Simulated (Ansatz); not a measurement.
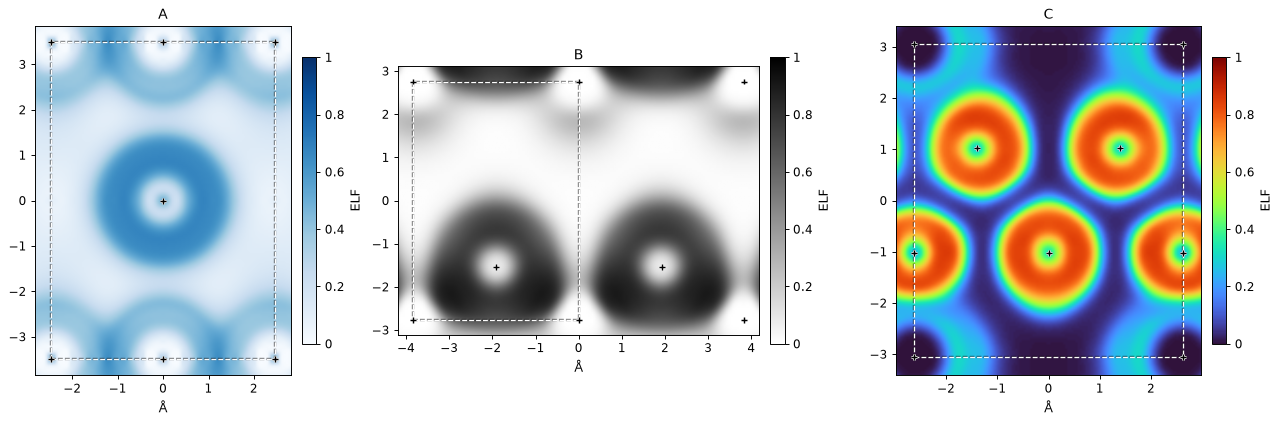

The electron localisation function of 3 systems, each on a plane through atoms (crosses mark nuclei in the plane).

Level of theory: Ansatz 0.2.0, DFT PBE, scalar-relativistic, plane waves, PAW.

System 1: SbO$_{4}$, the (110) plane of the conventional cell. Space group P-6m2; a structure generated by program, which may or may not match a known phase; computed without spin polarisation.

System 2: BeZnSe$_{2}$, the (010) plane of the conventional cell. Space group P-4m2; a structure generated by program, which may or may not match a known phase.

```
CELL_PARAMETERS angstrom
3.83720 0.00000 0.00000
0.00000 3.83720 0.00000
0.00000 0.00000 5.51592
ATOMIC_POSITIONS crystal
Be 0.00000 0.00000 0.00000
Zn 0.50000 0.50000 0.50000
Se 0.00000 0.50000 0.77716
Se 0.50000 0.00000 0.22284
```

System 3: Ge$_{4}$As, the (011̄) plane of the conventional cell. Space group Pm-3m; a structure generated by program, which may or may not match a known phase; computed without spin polarisation.

```
Ge As
1.0
     4.94676    0.00000    0.00000
     0.00000    4.94676    0.00000
     0.00000    0.00000    4.94676
Ge As
4 1
Direct
  0.50000 0.50000 0.50000
  0.00000 0.50000 0.50000
  0.50000 0.00000 0.50000
  0.50000 0.50000 0.00000
  0.00000 0.00000 0.00000
```

Q: Which map belongs to which system?

A: Panel A is system 3, Ge$_{4}$As: the plane holds Ge and As. Ge–Ge (2.47 Å): the ELF peaks at about 0.65 between the atoms. Panel B is system 2, BeZnSe$_{2}$: the plane holds Be and Se. Be–Se (2.28 Å): the ELF peaks at about 0.90 between the atoms; a polar covalent bond. Panel C is system 1, SbO$_{4}$: the plane holds Sb and O. Sb–O (2.04 Å): the ELF peaks at about 0.85 in the valence shell of O, 0.6 Å from its nucleus, and is about 0.30 at the midpoint.
